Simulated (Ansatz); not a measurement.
**H5PSSn: single points with varied inputs**

How do the results and run time of H5PSSn respond when the settings are drawn wide?

Method: the settings change from run to run; program: Ansatz 0.2.0, Gaussian basis.

**1. The molecule**

The structure was relaxed beforehand with PBE0-D4 in a triple-zeta def2 set. Sn takes a core potential in def2 sets; no spin-orbit term is included.

8 atoms, charge 0, spin multiplicity 1.

Atoms are counted from 1 here; the program's logs count them from 0.

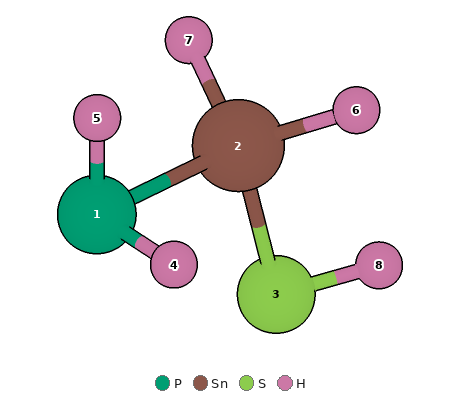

The structure; phosphorus teal, tin brown, sulfur green, hydrogen pink; atoms are numbered from 1 in the order of the file.

As a file:

```mol
H5PSSn
  3D, bonds by distance, orders not assigned

  8  7  0  0  0  0  0  0  0  0999 V2000
   -1.1427    0.6033   -1.5655 P   0  0
    0.5891    0.0644    0.1537 Sn  0  0
    0.4432   -2.3255    0.4322 S   0  0
   -2.1822    0.6225   -0.5971 H   0  0
   -0.9065    2.0012   -1.4472 H   0  0
    0.3283    0.7739    1.6865 H   0  0
    2.1369    0.4867   -0.4373 H   0  0
    0.8260   -2.2835    1.7188 H   0  0
  1  2  8  0
  2  3  8  0
  1  4  8  0
  1  5  8  0
  2  6  8  0
  2  7  8  0
  3  8  8  0
M  END
```

**2. B3LYP/def2-TZVPD**

Input file in.yaml:

```yaml
crystal:
  periodic: [false, false, false]
  atoms:
    - {symbol: P, position_ang: [-1.142685, 0.603289, -1.565484]}
    - {symbol: Sn, position_ang: [0.589122, 0.064387, 0.153682]}
    - {symbol: S, position_ang: [0.443192, -2.325531, 0.432181]}
    - {symbol: H, position_ang: [-2.182182, 0.622534, -0.597142]}
    - {symbol: H, position_ang: [-0.906481, 2.001197, -1.447163]}
    - {symbol: H, position_ang: [0.328319, 0.773880, 1.686547]}
    - {symbol: H, position_ang: [2.136937, 0.486688, -0.437313]}
    - {symbol: H, position_ang: [0.825979, -2.283545, 1.718791]}
basis:
  gaussian: {orbitals: def2-TZVPD}
hamiltonian: {xc: {name: B3LYP}}
output: {forces: true}
```

Command:

```sh
ansatz run in.yaml --threads 2 --pin off --events-out ev --progress --plain --max-ram 4352MiB
```

The program printed (excerpt; [...] marks lines left out):

```text
Functional definition: B3LYP
  name "B3LYP"
  cite "Stephens, Devlin, Chabalowski & Frisch, J. Phys. Chem. 98, 11623 (1994) doi:10.1021/j100096a001"
  cite "Becke, Phys. Rev. A 38, 3098 (1988) doi:10.1103/PhysRevA.38.3098"
  cite "Lee, Yang & Parr, Phys. Rev. B 37, 785 (1988) doi:10.1103/PhysRevB.37.785"
  cite "Vosko, Wilk & Nusair, Can. J. Phys. 58, 1200 (1980) doi:10.1139/p80-159"
[...]
1293 factors; their error is unknown
[...]
mean field -26041.50680596 eV, -957.0077235516 hartree, gradient 2.1e-5 eV, S^2 0.000000; 0 other end points of the search recorded, 0 dependent functions left out
[...]
reference -26041.50713457 eV, -957.0077356279 hartree; 29, 29 occupied and 161, 161 virtual orbitals, 1293 factors
Total energy: -26041.50713457 eV, -957.0077356279 hartree
Atom 0 at    -1.142685     0.603289    -1.565484 Å, force    -0.206469     0.125167    -0.136984 eV/Å
Atom 1 at     0.589122     0.064387     0.153682 Å, force     0.128319     0.202972     0.076730 eV/Å
Atom 2 at     0.443192    -2.325531     0.432181 Å, force    -0.005244    -0.328833     0.046601 eV/Å
Atom 3 at    -2.182182     0.622534    -0.597142 Å, force     0.001891    -0.006318    -0.039075 eV/Å
Atom 4 at    -0.906481     2.001197    -1.447163 Å, force    -0.012437    -0.021334    -0.029785 eV/Å
Atom 5 at     0.328319     0.773880     1.686547 Å, force     0.002482     0.037959     0.078487 eV/Å
Atom 6 at     2.136937     0.486688    -0.437313 Å, force     0.085881     0.026474    -0.022870 eV/Å
Atom 7 at     0.825979    -2.283545     1.718791 Å, force     0.005578    -0.036088     0.026896 eV/Å
Dipole moment:     0.017481     0.351885     0.162600 e Å
```

Wall time 5.5 s (2 threads of AMD EPYC 7B13, shared host); peak memory 0.54 GiB.

Largest force 0.332 eV/Å, dipole 1.86 D.

**3. wB97/def2-SVPD**

Options: charge -1, multiplicity 2, high accuracy.

in.yaml, as its differences from that of step 2:

```diff
@@ -12,4 +12,7 @@
 basis:
-  gaussian: {orbitals: def2-TZVPD}
-hamiltonian: {xc: {name: B3LYP}}
+  gaussian: {orbitals: def2-SVPD}
+total_charge: -1
+magnetization: {spin_polarized: true, initial_magnetization: 1}
+hamiltonian: {xc: {name: wB97}}
+accuracy: high
 output: {forces: true}
```

The command is unchanged.

The program printed (excerpt; [...] marks lines left out):

```text
Functional definition: wB97
  name "wB97"
  cite "Chai & Head-Gordon, J. Chem. Phys. 128, 084106 (2008) doi:10.1063/1.2834918"
  cite "Becke, J. Chem. Phys. 107, 8554 (1997) doi:10.1063/1.475007"
[...]
  # The coefficients of nought are those of the uniform gas.
[...]
      + integral(e_c_pw_opposite_spin*poly(b97_u_opposite, 1, cos1, cos2, cos3, cos4))
2584 factors; integrals over basis functions are off by at most 3.8e-9 eV
864 factors; integrals over basis functions are off by at most 1.8e-9 eV
[...]
mean field -26031.07161208 eV, -956.6242372497 hartree, gradient 5.7e-8 eV, S^2 0.756615; 6 other end points of the search recorded, 0 dependent functions left out
[...]
reference -26031.07161194 eV, -956.6242372447 hartree; 30, 29 occupied and 93, 94 virtual orbitals, 2584 factors
Total energy: -26031.07161194 eV, -956.6242372447 hartree
Atom 0 at    -1.142685     0.603289    -1.565484 Å, force    -0.916521     0.432890    -1.271090 eV/Å
Atom 1 at     0.589122     0.064387     0.153682 Å, force     0.180299     0.664940     0.118872 eV/Å
Atom 2 at     0.443192    -2.325531     0.432181 Å, force    -0.060404    -2.173402     0.193145 eV/Å
Atom 3 at    -2.182182     0.622534    -0.597142 Å, force    -0.031623    -0.085630     0.145124 eV/Å
Atom 4 at    -0.906481     2.001197    -1.447163 Å, force     0.031510     0.106721    -0.036938 eV/Å
Atom 5 at     0.328319     0.773880     1.686547 Å, force     0.049808     0.657845     1.056733 eV/Å
Atom 6 at     2.136937     0.486688    -0.437313 Å, force     0.735269     0.339241    -0.236171 eV/Å
Atom 7 at     0.825979    -2.283545     1.718791 Å, force     0.011662     0.057394     0.030325 eV/Å
Dipole moment:    -0.155402    -0.056457     0.049828 e Å
```

Run time: 2.2 min. Hardware: 2 threads of AMD EPYC 7B13, shared host; peak memory 1.3 GiB.

Largest force 2.183 eV/Å, ⟨S²⟩ 0.757.

**4. PBE0/ANO-RCC-VTZP**

in.yaml, as its differences from that of step 3:

```diff
@@ -12,7 +12,4 @@
 basis:
-  gaussian: {orbitals: def2-SVPD}
-total_charge: -1
-magnetization: {spin_polarized: true, initial_magnetization: 1}
-hamiltonian: {xc: {name: wB97}}
-accuracy: high
+  gaussian: {orbitals: ANO-RCC-VTZP}
+hamiltonian: {xc: {name: PBE0}}
 output: {forces: true}
```

Same command.

The program printed (excerpt; [...] marks lines left out):

```text
Functional definition: PBE0
  name "PBE0"
  cite "Adamo & Barone, J. Chem. Phys. 110, 6158 (1999) doi:10.1063/1.478522"
  cite "Perdew, Burke & Ernzerhof, Phys. Rev. Lett. 77, 3865 (1996) doi:10.1103/PhysRevLett.77.3865"
  parent pbe
[...]
1809 factors; their error is unknown
[...]
mean field -188314.07763755 eV, -6920.4147093136 hartree, gradient 2.7e-5 eV, S^2 0.000000; 0 other end points of the search recorded, 0 dependent functions left out
[...]
reference -188314.07769687 eV, -6920.4147114934 hartree; 43, 43 occupied and 163, 163 virtual orbitals, 1809 factors
Total energy: -188314.07769687 eV, -6920.4147114934 hartree
Relativity: scalar
Atom 0 at    -1.142685     0.603289    -1.565484 Å, force    -0.040194     0.011181    -0.051308 eV/Å
Atom 1 at     0.589122     0.064387     0.153682 Å, force     0.021096     0.051557     0.029633 eV/Å
Atom 2 at     0.443192    -2.325531     0.432181 Å, force    -0.000745    -0.076526     0.002374 eV/Å
Atom 3 at    -2.182182     0.622534    -0.597142 Å, force     0.003525     0.004438     0.001848 eV/Å
Atom 4 at    -0.906481     2.001197    -1.447163 Å, force    -0.000018    -0.000378     0.005630 eV/Å
Atom 5 at     0.328319     0.773880     1.686547 Å, force    -0.003086     0.005487     0.015970 eV/Å
Atom 6 at     2.136937     0.486688    -0.437313 Å, force     0.017008     0.001319    -0.011097 eV/Å
Atom 7 at     0.825979    -2.283545     1.718791 Å, force     0.002415     0.002922     0.006948 eV/Å
Dipole moment:     0.021480     0.360652     0.179780 e Å
```

It took 14 s on 2 threads of AMD EPYC 7B13, shared host; peak memory 0.92 GiB.

Largest force 0.077 eV/Å, dipole 1.94 D.

**5. B2PLYP/def2-TZVPP**

Options: atoms shaken by 0.03 Å, a point charge of 2.00 e beside it, high accuracy, the search for lower states set to full.

Input file in.yaml:

```yaml
crystal:
  periodic: [false, false, false]
  atoms:
    - {symbol: P, position_ang: [-1.075742, 0.566171, -1.528351]}
    - {symbol: Sn, position_ang: [0.614145, 0.076800, 0.142464]}
    - {symbol: S, position_ang: [0.442994, -2.319660, 0.422302]}
    - {symbol: H, position_ang: [-2.164045, 0.616397, -0.633680]}
    - {symbol: H, position_ang: [-0.915673, 1.993729, -1.415415]}
    - {symbol: H, position_ang: [0.316386, 0.793822, 1.725458]}
    - {symbol: H, position_ang: [2.107520, 0.470737, -0.364078]}
    - {symbol: H, position_ang: [0.843075, -2.277633, 1.705775]}
basis:
  gaussian: {orbitals: def2-TZVPP, point_charges: [{charge: 2.00, position_ang: [4.940, 0.412, -0.049]}]}
hamiltonian: {xc: {name: B2PLYP}}
accuracy: high
scf: {lower_state_search: full}
```

Same command.

The program printed (excerpt; [...] marks lines left out):

```text
Functional definition: B2PLYP
  name "B2PLYP"
  cite "Grimme, J. Chem. Phys. 124, 034108 (2006) doi:10.1063/1.2148954"
  cite "Becke, Phys. Rev. A 38, 3098 (1988) doi:10.1103/PhysRevA.38.3098"
  cite "Lee, Yang & Parr, Phys. Rev. B 37, 785 (1988) doi:10.1103/PhysRevB.37.785"
[...]
3661 factors; integrals over basis functions are off by at most 5.3e-8 eV
[...]
mean field -26020.55485916 eV, -956.2377537086 hartree, gradient 5.3e-8 eV, S^2 0.000000; 0 other end points of the search recorded, 0 dependent functions left out
14 core orbitals not correlated: weight in the atoms' cores, before any rotation towards them, 1.000 or more for the frozen orbitals, at most 0.000 for the correlated occupied ones
reference -26020.55488774 eV, -956.2377547590 hartree; 15, 15 occupied and 175, 175 virtual orbitals, 3661 factors
second order -22.34145499 eV of doubles, -0.00000000 eV of singles
Total energy: -26026.58708059 eV, -956.4594337574 hartree
```

Wall time 20 s (2 threads of AMD EPYC 7B13, shared host); peak memory 1.2 GiB.

**6. wB97X/def2-TZVP**

Set apart from the defaults: the search for lower states set to light.

Input file in.yaml:

```yaml
crystal:
  periodic: [false, false, false]
  atoms:
    - {symbol: P, position_ang: [-1.142685, 0.603289, -1.565484]}
    - {symbol: Sn, position_ang: [0.589122, 0.064387, 0.153682]}
    - {symbol: S, position_ang: [0.443192, -2.325531, 0.432181]}
    - {symbol: H, position_ang: [-2.182182, 0.622534, -0.597142]}
    - {symbol: H, position_ang: [-0.906481, 2.001197, -1.447163]}
    - {symbol: H, position_ang: [0.328319, 0.773880, 1.686547]}
    - {symbol: H, position_ang: [2.136937, 0.486688, -0.437313]}
    - {symbol: H, position_ang: [0.825979, -2.283545, 1.718791]}
basis:
  gaussian: {orbitals: def2-TZVP}
hamiltonian: {xc: {name: wB97X}}
scf: {lower_state_search: light}
output: {forces: true}
```

Launched as before.

The program printed (excerpt; [...] marks lines left out):

```text
Functional definition: wB97X
  name "wB97X"
  cite "Chai & Head-Gordon, J. Chem. Phys. 128, 084106 (2008) doi:10.1063/1.2834918"
  cite "Becke, J. Chem. Phys. 107, 8554 (1997) doi:10.1063/1.475007"
[...]
  # The coefficients of nought are those of the uniform gas.
[...]
      + exact_x_lr(omega)
[...]
      + integral(e_c_pw_opposite_spin*poly(b97_u_opposite, 1, cos1, cos2, cos3, cos4))
1193 factors; their error is unknown
279 factors; integrals over basis functions are off by at most 1.2e-5 eV
[...]
mean field -26039.33357395 eV, -956.9278587485 hartree, gradient 5.8e-5 eV, S^2 0.000000; 0 other end points of the search recorded, 0 dependent functions left out
[...]
reference -26039.33353544 eV, -956.9278573331 hartree; 29, 29 occupied and 125, 125 virtual orbitals, 1193 factors
Total energy: -26039.33353544 eV, -956.9278573331 hartree
Atom 0 at    -1.142685     0.603289    -1.565484 Å, force     0.009880     0.146136     0.224090 eV/Å
Atom 1 at     0.589122     0.064387     0.153682 Å, force    -0.019321    -0.063798    -0.067619 eV/Å
Atom 2 at     0.443192    -2.325531     0.432181 Å, force     0.057428     0.113688     0.146628 eV/Å
Atom 3 at    -2.182182     0.622534    -0.597142 Å, force     0.062245    -0.019287    -0.098002 eV/Å
Atom 4 at    -0.906481     2.001197    -1.447163 Å, force    -0.023163    -0.108623    -0.044892 eV/Å
Atom 5 at     0.328319     0.773880     1.686547 Å, force    -0.000705    -0.021267    -0.062749 eV/Å
Atom 6 at     2.136937     0.486688    -0.437313 Å, force    -0.049027    -0.012412     0.027669 eV/Å
Atom 7 at     0.825979    -2.283545     1.718791 Å, force    -0.037337    -0.034436    -0.125125 eV/Å
Dipole moment:     0.036539     0.385037     0.222767 e Å
```

Wall time 8 s (2 threads of AMD EPYC 7B13, shared host); peak memory 0.49 GiB.

Largest force 0.268 eV/Å, dipole 2.14 D.

**7. wB97X-V/def2-mTZVP**

Options: a point charge of -1.00 e beside it.

in.yaml, as its differences from that of step 6:

```diff
@@ -12,5 +12,3 @@
 basis:
-  gaussian: {orbitals: def2-TZVP}
-hamiltonian: {xc: {name: wB97X}}
-scf: {lower_state_search: light}
-output: {forces: true}
+  gaussian: {orbitals: def2-mTZVP, point_charges: [{charge: -1.00, position_ang: [5.834, -0.355, -0.929]}]}
+hamiltonian: {xc: {name: wB97X-V}}
```

Launched as before.

The program printed (excerpt; [...] marks lines left out):

```text
Functional definition: wB97X-V
  name "wB97X-V"
  cite "Mardirossian & Head-Gordon, Phys. Chem. Chem. Phys. 16, 9904 (2014) doi:10.1039/C3CP54374A"
  cite "Becke, J. Chem. Phys. 107, 8554 (1997) doi:10.1063/1.475007"
  cite "Vydrov & Van Voorhis, J. Chem. Phys. 133, 244103 (2010) doi:10.1063/1.3521275"
[...]
      + integral(e_c_pw_opposite_spin*poly(b97_u_opposite, cos0, cos1)) + vv10(b, c)
980 factors; integrals over basis functions are off by at most 8.4e-4 eV
301 factors; integrals over basis functions are off by at most 5.2e-6 eV
[...]
mean field -26034.01334228 eV, -956.7323438408 hartree, gradient 3.9e-5 eV, S^2 0.000000; 0 other end points of the search recorded, 0 dependent functions left out
reference -26034.01333992 eV, -956.7323437540 hartree; 29, 29 occupied and 66, 66 virtual orbitals, 980 factors
Total energy: -26034.01333992 eV, -956.7323437540 hartree
```

It took 4.7 s on 2 threads of AMD EPYC 7B13, shared host.

**8. wB97X/x2c-TZVPPall**

Options: high accuracy.

in.yaml, as its differences from that of step 7:

```diff
@@ -12,3 +12,4 @@
 basis:
-  gaussian: {orbitals: def2-mTZVP, point_charges: [{charge: -1.00, position_ang: [5.834, -0.355, -0.929]}]}
-hamiltonian: {xc: {name: wB97X-V}}
+  gaussian: {orbitals: x2c-TZVPPall}
+hamiltonian: {xc: {name: wB97X}}
+accuracy: high
```

Launched as before.

The program printed (excerpt; [...] marks lines left out):

```text
Functional definition: wB97X
  name "wB97X"
  cite "Chai & Head-Gordon, J. Chem. Phys. 128, 084106 (2008) doi:10.1063/1.2834918"
  cite "Becke, J. Chem. Phys. 107, 8554 (1997) doi:10.1063/1.475007"
[...]
  # The coefficients of nought are those of the uniform gas.
[...]
      + exact_x_lr(omega)
[...]
      + integral(e_c_pw_opposite_spin*poly(b97_u_opposite, 1, cos1, cos2, cos3, cos4))
3751 factors; integrals over basis functions are off by at most 2.3e-8 eV
515 factors; integrals over basis functions are off by at most 2.0e-9 eV
[...]
mean field -188340.14755100 eV, -6921.3727609622 hartree, gradient 4.4e-8 eV, S^2 0.000000; 0 other end points of the search recorded, 0 dependent functions left out
reference -188340.14754768 eV, -6921.3727608401 hartree; 43, 43 occupied and 171, 171 virtual orbitals, 3751 factors
Total energy: -188340.14754768 eV, -6921.3727608401 hartree
Relativity: scalar
```

Wall time 42 s (2 threads of AMD EPYC 7B13, shared host); peak memory 1.8 GiB.

**9. PBE0/def2-TZVPP**

Set apart from the defaults: atoms shaken by 0.15 Å.

Input file in.yaml:

```yaml
crystal:
  periodic: [false, false, false]
  atoms:
    - {symbol: P, position_ang: [-1.207331, 0.474314, -1.699195]}
    - {symbol: Sn, position_ang: [0.337644, -0.034868, -0.016476]}
    - {symbol: S, position_ang: [0.455702, -2.143829, 0.562082]}
    - {symbol: H, position_ang: [-2.122763, 0.791030, -0.703655]}
    - {symbol: H, position_ang: [-1.166297, 1.859053, -1.670176]}
    - {symbol: H, position_ang: [0.342121, 0.870714, 1.877306]}
    - {symbol: H, position_ang: [1.884179, 0.601731, -0.400293]}
    - {symbol: H, position_ang: [0.807787, -2.370960, 1.656615]}
basis:
  gaussian: {orbitals: def2-TZVPP}
hamiltonian: {xc: {name: PBE0}}
output: {forces: true}
```

The command is unchanged.

The program printed (excerpt; [...] marks lines left out):

```text
Functional definition: PBE0
  name "PBE0"
  cite "Adamo & Barone, J. Chem. Phys. 110, 6158 (1999) doi:10.1063/1.478522"
  cite "Perdew, Burke & Ernzerhof, Phys. Rev. Lett. 77, 3865 (1996) doi:10.1103/PhysRevLett.77.3865"
  parent pbe
[...]
1371 factors; their error is unknown
[...]
mean field -26028.80085502 eV, -956.5407884672 hartree, gradient 3.3e-5 eV, S^2 0.000000; 0 other end points of the search recorded, 0 dependent functions left out
[...]
reference -26028.80088912 eV, -956.5407897202 hartree; 29, 29 occupied and 175, 175 virtual orbitals, 1371 factors
Total energy: -26028.80088912 eV, -956.5407897202 hartree
Atom 0 at    -1.207331     0.474314    -1.699195 Å, force    -1.725309    -0.236164    -1.464907 eV/Å
Atom 1 at     0.337644    -0.034868    -0.016476 Å, force     2.205307     4.831012     3.603279 eV/Å
Atom 2 at     0.455702    -2.143829     0.562082 Å, force    -2.380913    -3.405918    -6.632010 eV/Å
Atom 3 at    -2.122763     0.791030    -0.703655 Å, force    -1.036416    -0.712001     0.542520 eV/Å
Atom 4 at    -1.166297     1.859053    -1.670176 Å, force     1.086930     0.884550    -0.311685 eV/Å
Atom 5 at     0.342121     0.870714     1.877306 Å, force    -0.397951    -0.822803    -2.138986 eV/Å
Atom 6 at     1.884179     0.601731    -0.400293 Å, force     0.079371    -0.147516    -0.305774 eV/Å
Atom 7 at     0.807787    -2.370960     1.656615 Å, force     2.168982    -0.391157     6.707563 eV/Å
Dipole moment:    -0.135508     0.119045    -0.117275 e Å
```

Wall time 4.6 s (2 threads of AMD EPYC 7B13, shared host); peak memory 0.55 GiB.

Largest force 7.826 eV/Å, dipole 1.03 D.

**10. SPW92/def2-SVPD**

This run has atoms shaken by 0.03 Å, high accuracy.

Input file in.yaml:

```yaml
crystal:
  periodic: [false, false, false]
  atoms:
    - {symbol: P, position_ang: [-1.157259, 0.636488, -1.574429]}
    - {symbol: Sn, position_ang: [0.616184, 0.036397, 0.125310]}
    - {symbol: S, position_ang: [0.386883, -2.333063, 0.476853]}
    - {symbol: H, position_ang: [-2.194491, 0.627619, -0.527412]}
    - {symbol: H, position_ang: [-0.921667, 1.993093, -1.440672]}
    - {symbol: H, position_ang: [0.314708, 0.772662, 1.717037]}
    - {symbol: H, position_ang: [2.118841, 0.458465, -0.412576]}
    - {symbol: H, position_ang: [0.841815, -2.253066, 1.677475]}
basis:
  gaussian: {orbitals: def2-SVPD}
hamiltonian: {xc: {name: SPW92}}
accuracy: high
output: {forces: true}
```

Launched as before.

The program printed (excerpt; [...] marks lines left out):

```text
Functional definition: SPW92
  name "SPW92"
  cite "Dirac, Proc. Camb. Phil. Soc. 26, 376 (1930) doi:10.1017/S0305004100016108"
  cite "Slater, Phys. Rev. 81, 385 (1951) doi:10.1103/PhysRev.81.385"
  cite "Perdew & Wang, Phys. Rev. B 45, 13244 (1992) doi:10.1103/PhysRevB.45.13244"
[...]
2586 factors; integrals over basis functions are off by at most 3.7e-9 eV
[...]
mean field -25948.94203942 eV, -953.6060311239 hartree, gradient 1.6e-8 eV, S^2 0.000000; 0 other end points of the search recorded, 0 dependent functions left out
[...]
reference -25948.94204417 eV, -953.6060312984 hartree; 29, 29 occupied and 94, 94 virtual orbitals, 2586 factors
Total energy: -25948.94204417 eV, -953.6060312984 hartree
Atom 0 at    -1.157259     0.636488    -1.574429 Å, force    -0.462902    -1.528459     0.351593 eV/Å
Atom 1 at     0.616184     0.036397     0.125310 Å, force    -1.258232     0.452619     0.816893 eV/Å
Atom 2 at     0.386883    -2.333063     0.476853 Å, force    -0.830389    -0.354356    -2.270644 eV/Å
Atom 3 at    -2.194491     0.627619    -0.527412 Å, force     0.414533     0.054964    -0.409751 eV/Å
Atom 4 at    -0.921667     1.993093    -1.440672 Å, force     0.235756     1.326339     0.210103 eV/Å
Atom 5 at     0.314708     0.772662     1.717037 Å, force     0.130155    -0.261339    -0.573896 eV/Å
Atom 6 at     2.118841     0.458465    -0.412576 Å, force     0.937952     0.183230    -0.368815 eV/Å
Atom 7 at     0.841815    -2.253066     1.677475 Å, force     0.833128     0.127001     2.244516 eV/Å
Dipole moment:     0.077506     0.355863     0.132557 e Å
```

Run time: 5.5 s. Hardware: 2 threads of AMD EPYC 7B13, shared host.

Largest force 2.444 eV/Å, dipole 1.86 D.

**11. The runs in one table**

```tsv
level	charge	multiplicity	geometry	functions	energy (eV)	time
B3LYP/def2-TZVPD	0	1	relaxed	190	-26041.507	5.5 s
wB97/def2-SVPD	-1	2	relaxed	123	-26031.072	2.2 min
PBE0/ANO-RCC-VTZP	0	1	relaxed	206	-188314.078	14 s
B2PLYP/def2-TZVPP	0	1	shaken, point charge	204	-26026.587	20 s
wB97X/def2-TZVP	0	1	relaxed	154	-26039.334	8 s
wB97X-V/def2-mTZVP	0	1	relaxed, point charge	95	-26034.013	4.7 s
wB97X/x2c-TZVPPall	0	1	relaxed	214	-188340.148	42 s
PBE0/def2-TZVPP	0	1	shaken	204	-26028.801	4.6 s
SPW92/def2-SVPD	0	1	shaken	123	-25948.942	5.5 s
```

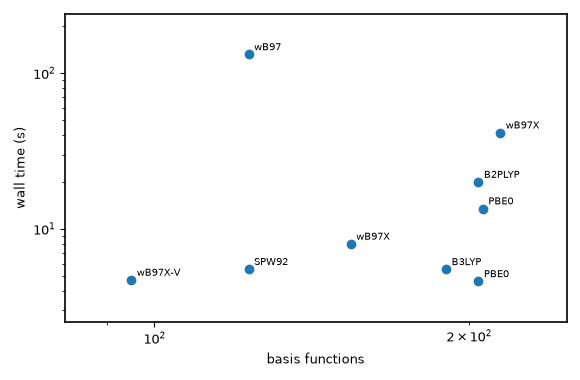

Wall time against the number of basis functions (shared host).

**12. What came out**

| quantity | value |
| --- | --- |
| runs | 9 |
| quickest | PBE0/def2-TZVPP, 4.6 s |
| slowest | wB97/def2-SVPD, 2.2 min |
| spread of total energies, same state and geometry | 162300.8 eV |
| dipole, same state and geometry | 1.86 to 2.14 D |

In words: Run time spans a factor of 29, from PBE0/def2-TZVPP to wB97/def2-SVPD. The jobs differ in tasks and options as well as level. Total energies at one charge and spin differ by 162301 eV between levels, so only differences within one level mean anything. Some of these runs are scalar-relativistic and others not, which shifts the totals of all-electron atoms past neon by eV; core potentials, where a basis has them, take the core out of the total altogether. At the PBE0-D4/def2-TZVP geometry and in the same state, runs without warnings or point charges leave forces up to 0.33 eV/Å (B3LYP/def2-TZVPD), against 7.8 eV/Å where the atoms were moved. At that geometry and state the dipole changes by 15 % between the lowest and highest value.
